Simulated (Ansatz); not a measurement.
## Run report: CH7BFNOSi, nudged elastic band (part 2 of 2)

Continued. System: CH7BFNOSi, SMILES NC(F)([SiH3])BO. Method: RKS CAM-B3LYP-D4/6-31G* (Ansatz 0.2.0). It belongs to a series of runs on one base structure; here: band between the two ends.

Geometry of the input (Å):
```
N  -1.6938  0.0023  -0.1151
C  -0.3385  0.0354  0.3150
F  -0.2257  -0.0406  1.7412
Si 0.5330  -1.5538  -0.2915
B  0.4473  1.2967  -0.2021
O  1.3736  1.8435  0.6101
H  -2.2168  0.8307  0.1538
H  -2.1889  -0.8146  0.2295
H  0.7474  -1.5311  -1.7600
H  -0.3597  -2.6883  0.0586
H  1.8371  -1.7155  0.3911
H  0.2685  1.7184  -1.3098
H  1.8370  2.5822  0.1940
```

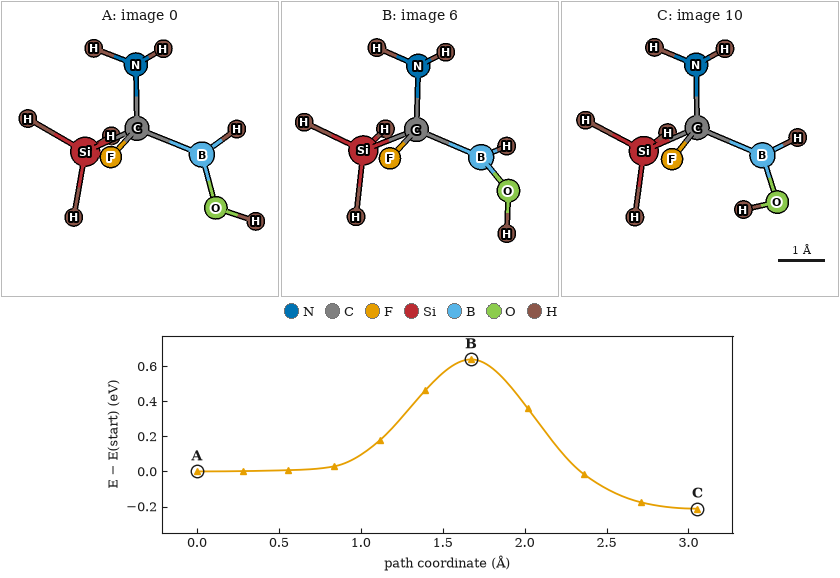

*Images of the last band (counted from 0; ball-and-stick, seen at a tilt) above the energy along the path; the line is a cubic interpolation that uses the forces.*

The highest image is number 6, 0.639 eV above the start and 0.852 eV above the end (the climbing image); the end lies 0.212 eV below the start. The path is 3.06 Å long. The band converged in 17 iterations.

```
Total energy: -15955.46780495 eV, -586.3526268274 hartree
Atom 0 at    -1.675741     0.041900    -0.088579 Å, force     0.026558    -0.006457     0.019476 eV/Å
Atom 1 at    -0.295914     0.046921     0.255001 Å, force    -0.029939     0.006292    -0.025205 eV/Å
Atom 2 at    -0.092756     0.017153     1.675263 Å, force     0.002535    -0.000406     0.016437 eV/Å
Atom 3 at     0.515415    -1.573245    -0.343584 Å, force     0.007724    -0.018079    -0.000693 eV/Å
Atom 4 at     0.461428     1.299862    -0.343735 Å, force     0.004272     0.013327     0.005126 eV/Å
Atom 5 at     0.902031     2.292744     0.466656 Å, force    -0.012525    -0.013090    -0.001615 eV/Å
Atom 6 at    -2.160236     0.881132     0.216294 Å, force     0.001502    -0.000312    -0.004841 eV/Å
Atom 7 at    -2.169286    -0.763856     0.284638 Å, force     0.003752     0.002256    -0.005685 eV/Å
Atom 8 at     0.513033    -1.690279    -1.821111 Å, force    -0.002004     0.007750    -0.002991 eV/Å
Atom 9 at    -0.260991    -2.693171     0.246227 Å, force    -0.005562     0.003169     0.000438 eV/Å
Atom 10 at     1.915035    -1.638046     0.145496 Å, force    -0.003089     0.005507     0.005731 eV/Å
Atom 11 at     0.593582     1.382595    -1.535526 Å, force    -0.003793    -0.002080    -0.006267 eV/Å
Atom 12 at     1.774803     2.361493     0.857760 Å, force     0.010567     0.002124     0.000089 eV/Å
Dipole moment:     0.107019     0.062109     0.060001 e Å
this run last wrote the band of iteration 17 to [file]
```

The last band as extended XYZ (Å, eV, eV/Å):
```
13
Properties=species:S:1:pos:R:3:forces:R:3 image=0 energy=-15956.10697
N    -1.6938    0.0023   -0.1151    0.0001   0.0007  -0.0001
C    -0.3385    0.0354    0.3150   -0.0021   0.0022  -0.0058
F    -0.2257   -0.0406    1.7412    0.0009   0.0005   0.0078
Si    0.5330   -1.5538   -0.2915    0.0006  -0.0024   0.0005
B     0.4473    1.2967   -0.2021    0.0041   0.0047   0.0039
O     1.3736    1.8435    0.6101   -0.0043  -0.0022  -0.0056
H    -2.2168    0.8307    0.1538   -0.0005  -0.0003   0.0002
H    -2.1889   -0.8146    0.2295   -0.0005  -0.0008  -0.0009
H     0.7474   -1.5311   -1.7600   -0.0002  -0.0003   0.0000
H    -0.3597   -2.6883    0.0586    0.0007  -0.0005  -0.0008
H     1.8371   -1.7155    0.3911    0.0004  -0.0007  -0.0004
H     0.2685    1.7184   -1.3098   -0.0001  -0.0005   0.0002
H     1.8370    2.5822    0.1940    0.0009  -0.0003   0.0012
13
Properties=species:S:1:pos:R:3:forces:R:3 image=1 energy=-15956.10510
N    -1.6811    0.0218   -0.1175    0.0004  -0.0008   0.0016
C    -0.3234    0.0283    0.3089   -0.0015  -0.0003  -0.0007
F    -0.2092   -0.0595    1.7338   -0.0002   0.0008   0.0007
Si    0.5196   -1.5724   -0.3072    0.0009   0.0012   0.0009
B     0.4742    1.2850   -0.2015   -0.0006   0.0010   0.0006
O     1.2914    1.9183    0.6626    0.0030  -0.0036  -0.0036
H    -2.1897    0.8531    0.1693   -0.0012  -0.0014  -0.0011
H    -2.1871   -0.7920    0.2191    0.0002  -0.0011   0.0002
H     0.6609   -1.5854   -1.7842    0.0040   0.0023   0.0008
H    -0.3509   -2.6994    0.1149   -0.0014   0.0008  -0.0030
H     1.8568   -1.7169    0.3137   -0.0011  -0.0010   0.0043
H     0.3926    1.6335   -1.3454   -0.0064   0.0038   0.0008
H     1.7663    2.6509    0.2486    0.0039  -0.0017  -0.0015
13
Properties=species:S:1:pos:R:3:forces:R:3 image=3 energy=-15956.07815
N    -1.6894    0.0524   -0.1192    0.0190   0.0017  -0.0061
C    -0.3230    0.0213    0.2762   -0.0106  -0.0035   0.0123
F    -0.1877   -0.0711    1.6996   -0.0321  -0.0314   0.0250
Si    0.4994   -1.5866   -0.3413   -0.0009  -0.0113   0.0052
B     0.5134    1.2614   -0.2205    0.0208  -0.0188   0.0429
O     1.0948    2.0196    0.7284    0.0980  -0.0443   0.0388
H    -2.1663    0.8893    0.2049    0.0062   0.0038  -0.0094
H    -2.2014   -0.7518    0.2333   -0.0051   0.0050  -0.0340
H     0.5021   -1.6817   -1.8218    0.0001   0.0092   0.0028
H    -0.2773   -2.7154    0.2295   -0.0067  -0.0156  -0.0106
H     1.8969   -1.6459    0.1506   -0.0063  -0.0109   0.0094
H     0.6732    1.4720   -1.3915   -0.0178   0.0383   0.0518
H     1.6857    2.7016    0.3865   -0.0644   0.0779  -0.1283
13
Properties=species:S:1:pos:R:3:forces:R:3 image=4 energy=-15955.93011
N    -1.7018    0.0416   -0.1047   -0.0267  -0.0044  -0.0323
C    -0.3274    0.0384    0.2503   -0.0499  -0.0245  -0.0004
F    -0.1474   -0.0307    1.6719   -0.1072  -0.0844   0.0198
Si    0.5044   -1.5727   -0.3488   -0.0142  -0.0080  -0.0019
B     0.4896    1.2802   -0.2785    0.0578  -0.0403   0.1216
O     0.9749    2.0749    0.6942    0.2318  -0.3183   0.2898
H    -2.1767    0.8809    0.2150   -0.0276  -0.0040  -0.0099
H    -2.1923   -0.7620    0.2771   -0.0332   0.0000  -0.0248
H     0.5063   -1.6882   -1.8275   -0.0018   0.0048  -0.0059
H    -0.2679   -2.6959    0.2388   -0.0078  -0.0136  -0.0103
H     1.9037   -1.6312    0.1418   -0.0187   0.0166   0.0036
H     0.6924    1.4259   -1.4556    0.1244   0.0927   0.1547
H     1.7625    2.6041    0.5407   -0.1268   0.3834  -0.5040
13
Properties=species:S:1:pos:R:3:forces:R:3 image=6 energy=-15955.46768
N    -1.6757    0.0419   -0.0886    0.0266  -0.0065   0.0195
C    -0.2959    0.0469    0.2550   -0.0299   0.0063  -0.0252
F    -0.0928    0.0172    1.6753    0.0025  -0.0004   0.0164
Si    0.5154   -1.5732   -0.3436    0.0077  -0.0181  -0.0007
B     0.4614    1.2999   -0.3437    0.0043   0.0133   0.0051
O     0.9020    2.2927    0.4667   -0.0125  -0.0131  -0.0016
H    -2.1602    0.8811    0.2163    0.0015  -0.0003  -0.0048
H    -2.1693   -0.7639    0.2846    0.0038   0.0023  -0.0057
H     0.5130   -1.6903   -1.8211   -0.0020   0.0077  -0.0030
H    -0.2610   -2.6932    0.2462   -0.0056   0.0032   0.0004
H     1.9150   -1.6380    0.1455   -0.0031   0.0055   0.0057
H     0.5936    1.3826   -1.5355   -0.0038  -0.0021  -0.0063
H     1.7748    2.3615    0.8578    0.0106   0.0021   0.0001
13
Properties=species:S:1:pos:R:3:forces:R:3 image=7 energy=-15955.74635
N    -1.6552    0.0572   -0.0923    0.0748  -0.0018   0.0262
C    -0.2771    0.0512    0.2614    0.0929   0.0420   0.0699
F    -0.0867    0.0262    1.6884    0.0805   0.0642   0.0339
Si    0.5142   -1.5749   -0.3427    0.0351  -0.0264   0.0003
B     0.4701    1.3060   -0.3541   -0.0168  -0.0023  -0.1042
O     1.0453    2.3275    0.3130    0.5270   0.2099  -0.6513
H    -2.1472    0.8962    0.1988    0.0309   0.0336   0.0023
H    -2.1620   -0.7498    0.2601    0.0511   0.0077   0.0006
H     0.5188   -1.6811   -1.8215   -0.0028   0.0174   0.0162
H    -0.2788   -2.6911    0.2322   -0.0095   0.0049   0.0059
H     1.9083   -1.6537    0.1570    0.0097  -0.0135   0.0089
H     0.5296    1.3975   -1.5457   -0.3362   0.0432  -0.0850
H     1.6410    2.2540    1.0602   -0.5366  -0.3788   0.6763
13
Properties=species:S:1:pos:R:3:forces:R:3 image=9 energy=-15956.28276
N    -1.6260    0.0698   -0.0671   -0.0002   0.0023   0.0095
C    -0.2437    0.0976    0.2208    0.0223   0.0181  -0.0167
F     0.0226    0.1691    1.6536    0.0565   0.0763  -0.0296
Si    0.5351   -1.5536   -0.3334    0.0110   0.0011   0.0050
B     0.4962    1.3305   -0.4435   -0.0021   0.0120  -0.0470
O     1.2331    2.1835    0.2878    0.0362  -0.0610   0.0207
H    -2.1249    0.9211    0.1689    0.0087   0.0086  -0.0101
H    -2.1187   -0.7295    0.3165    0.0204   0.0077   0.0482
H     0.5399   -1.6609   -1.8115    0.0100   0.0029   0.0072
H    -0.2930   -2.6472    0.2377   -0.0040   0.0224   0.0145
H     1.9210   -1.6618    0.1783    0.0069   0.0038   0.0118
H     0.4437    1.5097   -1.6208   -0.0196   0.0529  -0.0392
H     1.2352    1.9370    1.2276   -0.1460  -0.1470   0.0256
13
Properties=species:S:1:pos:R:3:forces:R:3 image=10 energy=-15956.31943
N    -1.6435    0.0652   -0.0717    0.0007  -0.0049  -0.0001
C    -0.2586    0.1128    0.1679    0.0026  -0.0050  -0.0005
F     0.0466    0.2072    1.6090    0.0006   0.0005   0.0000
Si    0.5533   -1.5388   -0.3245   -0.0022   0.0035   0.0022
B     0.4749    1.3633   -0.4759    0.0009   0.0010   0.0005
O     1.2700    2.0900    0.3231    0.0026  -0.0013  -0.0010
H    -2.1400    0.9273    0.1256   -0.0026   0.0037   0.0009
H    -2.1169   -0.7132    0.3742    0.0021   0.0019  -0.0011
H     0.5677   -1.7048   -1.7971    0.0004  -0.0002  -0.0010
H    -0.2573   -2.6189    0.2934   -0.0004  -0.0009  -0.0002
H     1.9382   -1.5929    0.1978   -0.0002   0.0001  -0.0002
H     0.3733    1.6572   -1.6277   -0.0012   0.0007   0.0007
H     1.2127    1.7109    1.2206   -0.0034   0.0009  -0.0003
```

Summary:

| quantity | value |
| --- | --- |
| outcome | converged |
| barrier, forward | 0.639 eV |
| barrier, backward | 0.852 eV |
| wall time | 15 min (CPU time 28 min) |
| peak memory | 0.34 GiB |

Notes:

The order of the saddle point was not checked.
